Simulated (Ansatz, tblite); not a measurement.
**Ga8Sb8 wurtzite off sphere (Ga8Sb8H22): one state, many levels**

How do method and basis change the picture of Ga8Sb8 wurtzite off sphere (Ga8Sb8H22) (singlet)?

Program: Ansatz 0.2.0, Gaussian basis. Level of theory: as each input shows. These are calculated values, not measurements.

The runs, in order: GFN1-xTB, PBE-D4/def2-TZVP, r2SCAN-D4/def2-TZVP, PBE-D4/def2-SVP, PBE0-D4/def2-SVP.

1 further run of the same task is left out (set aside as unsound or not needed). Runs told in other sessions of the task aren't counted.

**1. The geometry**

The singlet was relaxed beforehand with r2SCAN-D4/def2-SVP.

38 atoms, charge 0, spin multiplicity 1.

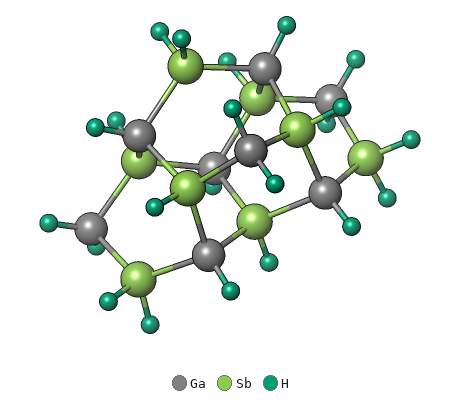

The geometry (gallium grey, antimony green, hydrogen teal).

Geometry (Å):

```mol
Ga8H22Sb8
  3D, bonds by distance, orders not assigned

 38 43  0  0  0  0  0  0  0  0999 V2000
    0.5434   -4.8212   -1.5761 Ga  0  0
    0.5811   -4.5266    1.1277 Sb  0  0
    0.5818   -2.1933   -2.1029 Sb  0  0
   -1.6372   -0.9438   -1.3637 Ga  0  0
    0.5701   -2.1693    2.3809 Ga  0  0
   -1.4783   -0.8549    1.3116 Sb  0  0
   -1.6067    1.6038   -2.0995 Sb  0  0
   -3.8992    2.8882   -1.5709 Ga  0  0
   -1.5907    1.5749    2.3841 Ga  0  0
   -3.6278    2.7633    1.1328 Sb  0  0
    2.8169   -1.0601   -1.2532 Ga  0  0
    2.6302   -0.8307    1.3885 Sb  0  0
    2.5525    1.4733   -2.0799 Sb  0  0
    0.4934    2.9700   -1.2481 Ga  0  0
    2.9334    1.6890    2.2918 Ga  0  0
    0.5993    2.6896    1.3930 Sb  0  0
   -0.8622   -5.4101   -1.9165 H   0  0
    1.9180   -5.4589   -1.9545 H   0  0
   -0.6528   -5.4542    1.8436 H   0  0
    1.8816   -5.3940    1.7994 H   0  0
    0.6354   -2.0066   -3.7968 H   0  0
   -2.9359   -1.6919   -1.8172 H   0  0
    0.5207   -2.2884    3.9386 H   0  0
   -2.8719   -1.6595    1.8706 H   0  0
   -1.4179    1.5587   -3.7934 H   0  0
   -5.1144    1.9704   -1.9162 H   0  0
   -3.7591    4.3986   -1.9433 H   0  0
   -1.7185    1.5898    3.9418 H   0  0
   -5.0466    2.1499    1.8441 H   0  0
   -3.7357    4.3199    1.8112 H   0  0
    4.1422   -1.7023   -1.7784 H   0  0
    3.9853   -1.7067    1.9343 H   0  0
    2.4960    1.4435   -3.7809 H   0  0
    4.0209    2.3191   -1.9371 H   0  0
    0.6009    4.4395   -1.7713 H   0  0
    2.9103    1.6730    3.8532 H   0  0
    4.0569    2.3386    1.4111 H   0  0
    0.5200    4.3004    1.9413 H   0  0
  1  2  8  0
  1  3  8  0
  1 17  8  0
  1 18  8  0
  2  5  8  0
  2 19  8  0
  2 20  8  0
  3  4  8  0
  3 11  8  0
  3 21  8  0
  4  6  8  0
  4  7  8  0
  4 22  8  0
  5  6  8  0
  5 12  8  0
  5 23  8  0
  6  9  8  0
  6 24  8  0
  7  8  8  0
  7 14  8  0
  7 25  8  0
  8 10  8  0
  8 26  8  0
  8 27  8  0
  9 10  8  0
  9 16  8  0
  9 28  8  0
 10 29  8  0
 10 30  8  0
 11 12  8  0
 11 13  8  0
 11 31  8  0
 12 15  8  0
 12 32  8  0
 13 14  8  0
 13 33  8  0
 13 34  8  0
 14 16  8  0
 14 35  8  0
 15 16  8  0
 15 36  8  0
 15 37  8  0
 16 38  8  0
M  END
```

Sb takes a core potential in the def2 sets. No spin-orbit coupling is included.

PBE0-D4/def2-TZVP was run before; its log isn't repeated, and its numbers join the tables.

**2. GFN1-xTB**

Tight binding, by tblite at 300 K electronic temperature and without a spin-polarisation term:

```python
tblite.interface.Calculator('GFN1-xTB', numbers, positions, charge=0, uhf=0).singlepoint()
```

Energy -1165.9837 eV, HOMO -10.53 eV, LUMO -7.22 eV; 0.23 s.

**3. PBE-D4/def2-TZVP**

start.molden holds the orbitals of an earlier run on this state, given as this run's starting guess.

Input file in.yaml:

```yaml
crystal:
  periodic: [false, false, false]
  atoms:
    - {symbol: Ga, position_ang: [0.543352, -4.821166, -1.576110]}
    - {symbol: Sb, position_ang: [0.581067, -4.526611, 1.127680]}
    - {symbol: Sb, position_ang: [0.581829, -2.193275, -2.102946]}
    - {symbol: Ga, position_ang: [-1.637226, -0.943765, -1.363660]}
    - {symbol: Ga, position_ang: [0.570055, -2.169298, 2.380891]}
    - {symbol: Sb, position_ang: [-1.478257, -0.854906, 1.311582]}
    - {symbol: Sb, position_ang: [-1.606691, 1.603782, -2.099541]}
    - {symbol: Ga, position_ang: [-3.899157, 2.888159, -1.570927]}
    - {symbol: Ga, position_ang: [-1.590661, 1.574884, 2.384116]}
    - {symbol: Sb, position_ang: [-3.627757, 2.763276, 1.132759]}
    - {symbol: Ga, position_ang: [2.816895, -1.060130, -1.253162]}
    - {symbol: Sb, position_ang: [2.630165, -0.830730, 1.388470]}
    - {symbol: Sb, position_ang: [2.552510, 1.473314, -2.079926]}
    - {symbol: Ga, position_ang: [0.493418, 2.969964, -1.248111]}
    - {symbol: Ga, position_ang: [2.933429, 1.689016, 2.291786]}
    - {symbol: Sb, position_ang: [0.599319, 2.689562, 1.393027]}
    - {symbol: H, position_ang: [-0.862249, -5.410053, -1.916489]}
    - {symbol: H, position_ang: [1.917997, -5.458924, -1.954463]}
    - {symbol: H, position_ang: [-0.652816, -5.454248, 1.843559]}
    - {symbol: H, position_ang: [1.881572, -5.394037, 1.799383]}
    - {symbol: H, position_ang: [0.635429, -2.006623, -3.796817]}
    - {symbol: H, position_ang: [-2.935925, -1.691876, -1.817193]}
    - {symbol: H, position_ang: [0.520728, -2.288395, 3.938569]}
    - {symbol: H, position_ang: [-2.871927, -1.659453, 1.870609]}
    - {symbol: H, position_ang: [-1.417935, 1.558730, -3.793433]}
    - {symbol: H, position_ang: [-5.114415, 1.970438, -1.916187]}
    - {symbol: H, position_ang: [-3.759066, 4.398594, -1.943267]}
    - {symbol: H, position_ang: [-1.718503, 1.589827, 3.941813]}
    - {symbol: H, position_ang: [-5.046641, 2.149913, 1.844117]}
    - {symbol: H, position_ang: [-3.735694, 4.319888, 1.811155]}
    - {symbol: H, position_ang: [4.142207, -1.702305, -1.778400]}
    - {symbol: H, position_ang: [3.985298, -1.706726, 1.934293]}
    - {symbol: H, position_ang: [2.495974, 1.443457, -3.780882]}
    - {symbol: H, position_ang: [4.020878, 2.319148, -1.937061]}
    - {symbol: H, position_ang: [0.600896, 4.439452, -1.771323]}
    - {symbol: H, position_ang: [2.910319, 1.672972, 3.853158]}
    - {symbol: H, position_ang: [4.056874, 2.338628, 1.411060]}
    - {symbol: H, position_ang: [0.520008, 4.300417, 1.941271]}
basis:
  gaussian: {orbitals: def2-TZVP, fitting: {mean_field: def2-universal-jkfit}, initial_orbitals: start.molden}
hamiltonian: {xc: pbe, dispersion: d4}
scf: {omitted_lower_state_checks: [starts]}
output: {orbitals: {seedname: orbitals}}
```

Started as:

```sh
$ ansatz run in.yaml --threads 4 --pin off --events-out ev --progress --plain --max-ram 66560MiB --backend cuda --devices 0, --max-vram 37GiB
```

Output:

```text
Functional definition: PBE
  name "PBE"
  cite "Perdew, Burke & Ernzerhof, Phys. Rev. Lett. 77, 3865 (1996) doi:10.1103/PhysRevLett.77.3865"
  parent pbe
  parameter kappa = 0.804
  parameter beta = 0.06672455060314922
  exchange = pbe_x(kappa = kappa, mu = beta*pi^2/3)
  correlation = pbe_c(beta = beta)
these checks for a lower state are left out or cut short: starts
4268 factors; integrals over basis functions are off by at most 6.9e-1 eV
mean field evaluation 1: about -471626.7026 eV, gradient 2.5e1 eV
mean field evaluation 2: about -471627.4852 eV, gradient 9.3e-1 eV
mean field evaluation 4: about -471627.4971 eV, gradient 6.9e-2 eV
mean field -471627.49711002 eV, -17331.9908381937 hartree, gradient 7.2e-5 eV, S^2 0.000000; 0 other end points of the search recorded, 0 dependent functions left out
reference -471627.49722879 eV, -17331.9908425587 hartree; 227, 227 occupied and 689, 689 virtual orbitals, 4268 factors
Total energy: -471630.72198409 eV, -17332.1093501303 hartree
Checks for a lower state left out: starts
```

Wall time 8 s (1 × H100 (card shared with other runs) with 4 threads of AMD EPYC 7R13, shared host); peak host memory 1.2 GiB.

Report: HOMO -5.80 eV, LUMO -2.48 eV.

**4. r2SCAN-D4/def2-TZVP**

in.yaml, as its differences from that of step 3:

```diff
@@ -43,4 +43,4 @@
   gaussian: {orbitals: def2-TZVP, fitting: {mean_field: def2-universal-jkfit}, initial_orbitals: start.molden}
-hamiltonian: {xc: pbe, dispersion: d4}
+hamiltonian: {xc: r2scan, dispersion: d4}
 scf: {omitted_lower_state_checks: [starts]}
-output: {orbitals: {seedname: orbitals}}
+output: {forces: true, orbitals: {seedname: orbitals}}
```

Launched as before.

Output, shortened:

```text
Functional definition: r2SCAN
  name "r2SCAN"
  cite "Furness, Kaplan, Ning, Perdew & Sun, J. Phys. Chem. Lett. 11, 8208 (2020) doi:10.1021/acs.jpclett.0c02405"
  cite "Furness, Kaplan, Ning, Perdew & Sun, J. Phys. Chem. Lett. 11, 9248 (2020) doi:10.1021/acs.jpclett.0c03077"
  parent r2scan
[...]
4268 factors; integrals over basis functions are off by at most 6.9e-1 eV
[...]
mean field -471712.16340578 eV, -17335.1022671743 hartree, gradient 2.3e-5 eV, S^2 0.000000; 0 other end points of the search recorded, 0 dependent functions left out
[...]
reference -471712.16344329 eV, -17335.1022685527 hartree; 227, 227 occupied and 689, 689 virtual orbitals, 4268 factors
Total energy: -471713.00944769 eV, -17335.1333586411 hartree
Atom 0 at     0.543352    -4.821166    -1.576110 Å, force     0.003059     0.019378     0.011891 eV/Å
[...]
Atom 29 at    -3.735694     4.319888     1.811155 Å, force     0.002865    -0.100225    -0.039523 eV/Å
Atom 30 at     4.142207    -1.702305    -1.778400 Å, force    -0.016283     0.009009     0.007460 eV/Å
Atom 31 at     3.985298    -1.706726     1.934293 Å, force    -0.084361     0.052360    -0.035395 eV/Å
Atom 32 at     2.495974     1.443457    -3.780882 Å, force     0.008373     0.004482     0.110688 eV/Å
Atom 33 at     4.020878     2.319148    -1.937061 Å, force    -0.090580    -0.052143    -0.016784 eV/Å
Atom 34 at     0.600896     4.439452    -1.771323 Å, force    -0.000391    -0.018575     0.007359 eV/Å
Atom 35 at     2.910319     1.672972     3.853158 Å, force     0.003552     0.002395    -0.030822 eV/Å
Atom 36 at     4.056874     2.338628     1.411060 Å, force    -0.019157    -0.011081     0.015227 eV/Å
Atom 37 at     0.520008     4.300417     1.941271 Å, force     0.003071    -0.099427    -0.035700 eV/Å
Dipole moment:    -0.021875    -0.013077     0.005166 e Å
Checks for a lower state left out: starts
```

Wall time 12 s (1 × H100 (card shared with other runs) with 4 threads of AMD EPYC 7R13, shared host); peak host memory 1.4 GiB.

Report: HOMO -6.03 eV, LUMO -2.35 eV.

**5. PBE-D4/def2-SVP**

in.yaml, as its differences from that of step 4:

```diff
@@ -42,5 +42,5 @@
 basis:
-  gaussian: {orbitals: def2-TZVP, fitting: {mean_field: def2-universal-jkfit}, initial_orbitals: start.molden}
-hamiltonian: {xc: r2scan, dispersion: d4}
+  gaussian: {orbitals: def2-SVP, fitting: {mean_field: def2-universal-jkfit}, initial_orbitals: start.molden}
+hamiltonian: {xc: pbe, dispersion: d4}
 scf: {omitted_lower_state_checks: [starts]}
-output: {forces: true, orbitals: {seedname: orbitals}}
+output: {orbitals: {seedname: orbitals}}
```

Launched as before.

Output:

```text
Functional definition: PBE
  name "PBE"
  cite "Perdew, Burke & Ernzerhof, Phys. Rev. Lett. 77, 3865 (1996) doi:10.1103/PhysRevLett.77.3865"
  parent pbe
  parameter kappa = 0.804
  parameter beta = 0.06672455060314922
  exchange = pbe_x(kappa = kappa, mu = beta*pi^2/3)
  correlation = pbe_c(beta = beta)
these checks for a lower state are left out or cut short: starts
4268 factors; integrals over basis functions are off by at most 3.4e-1 eV
mean field evaluation 1: about -471570.4980 eV, gradient 5.3e1 eV
mean field evaluation 2: about -471571.5274 eV, gradient 1.7e0 eV
mean field evaluation 4: about -471571.5562 eV, gradient 5.3e-2 eV
mean field -471571.55624006 eV, -17329.9350491408 hartree, gradient 3.8e-5 eV, S^2 0.000000; 0 other end points of the search recorded, 0 dependent functions left out
reference -471571.55634505 eV, -17329.9350529993 hartree; 227, 227 occupied and 347, 347 virtual orbitals, 4268 factors
Total energy: -471574.78110035 eV, -17330.0535605708 hartree
Checks for a lower state left out: starts
```

It took 4.8 s on 1 × H100 (card shared with other runs) with 4 threads of AMD EPYC 7R13, shared host; peak host memory 1.1 GiB.

From the report: HOMO -5.76 eV, LUMO -2.38 eV.

**6. PBE0-D4/def2-SVP**

in.yaml, as its differences from that of step 5:

```diff
@@ -43,3 +43,3 @@
   gaussian: {orbitals: def2-SVP, fitting: {mean_field: def2-universal-jkfit}, initial_orbitals: start.molden}
-hamiltonian: {xc: pbe, dispersion: d4}
+hamiltonian: {xc: pbe0, dispersion: d4}
 scf: {omitted_lower_state_checks: [starts]}
```

The command is unchanged.

Output:

```text
Functional definition: PBE0
  name "PBE0"
  cite "Adamo & Barone, J. Chem. Phys. 110, 6158 (1999) doi:10.1063/1.478522"
  cite "Perdew, Burke & Ernzerhof, Phys. Rev. Lett. 77, 3865 (1996) doi:10.1103/PhysRevLett.77.3865"
  parent pbe
  parameter a = 0.25
  parameter kappa = 0.804
  parameter beta = 0.06672455060314922
  exchange = (1 - a)*pbe_x(kappa = kappa, mu = beta*pi^2/3) + a*exact_x
  correlation = pbe_c(beta = beta)
these checks for a lower state are left out or cut short: starts
4268 factors; integrals over basis functions are off by at most 3.4e-1 eV
mean field evaluation 1: about -471583.8984 eV, gradient 4.9e1 eV
mean field evaluation 2: about -471584.2856 eV, gradient 5.3e-1 eV
mean field evaluation 4: about -471584.2903 eV, gradient 1.1e-3 eV
mean field -471584.29030001 eV, -17330.4030172125 hartree, gradient 1.6e-5 eV, S^2 0.000000; 0 other end points of the search recorded, 0 dependent functions left out
reference -471584.29037836 eV, -17330.4030200922 hartree; 227, 227 occupied and 347, 347 virtual orbitals, 4268 factors
Total energy: -471587.24882103 eV, -17330.5117408549 hartree
Checks for a lower state left out: starts
```

It took 8.5 s on 1 × H100 (card shared with other runs) with 4 threads of AMD EPYC 7R13, shared host; peak host memory 1.2 GiB.

Report: HOMO -6.66 eV, LUMO -1.75 eV.

**7. Comparison**

| level | functions | HOMO (eV) | LUMO (eV) | gap (eV) | time |
| --- | --- | --- | --- | --- | --- |
| PBE-D4/def2-SVP | 574 | -5.76 | -2.38 | 3.38 | 4.8 s |
| PBE-D4/def2-TZVP | 916 | -5.80 | -2.48 | 3.32 | 8 s |
| r2SCAN-D4/def2-TZVP | 916 | -6.03 | -2.35 | 3.68 | 12 s |
| PBE0-D4/def2-SVP | 574 | -6.66 | -1.75 | 4.90 | 8.5 s |
| PBE0-D4/def2-TZVP | 916 | -6.66 | -1.82 | 4.84 | 11 s |

**8. Binding energy**

Free atoms were run apart at each level; binding is atoms less cluster, divided by the number of atoms, without zero-point or spin-orbit terms.

| level | binding an atom (eV) |
| --- | --- |
| PBE-D4/def2-SVP | 2.382 |
| PBE-D4/def2-TZVP | 2.390 |
| r2SCAN-D4/def2-TZVP | 2.389 |
| PBE0-D4/def2-SVP | 2.374 |
| PBE0-D4/def2-TZVP | 2.383 |

**9. Outcome**

```
                                                 quantity                                value
gap in def2-TZVP, named functionals, smallest and largest  3.32 eV (PBE-D4), 4.84 eV (PBE0-D4)
                binding an atom, functionals in def2-TZVP   2.38 (PBE0-D4) to 2.39 eV (PBE-D4)
          PBE0 total energy, smallest basis above largest       55.46 eV (def2-SVP, def2-TZVP)
```

**Reading.** Orbital gaps of the named functionals in def2-TZVP span 3.32 eV (PBE-D4) to 4.84 eV (PBE0-D4); exact exchange widens it.

The slowest run with a step of its own, r2SCAN-D4/def2-TZVP, took 12 s; the quickest functional in def2-TZVP took 8 s (shared host).
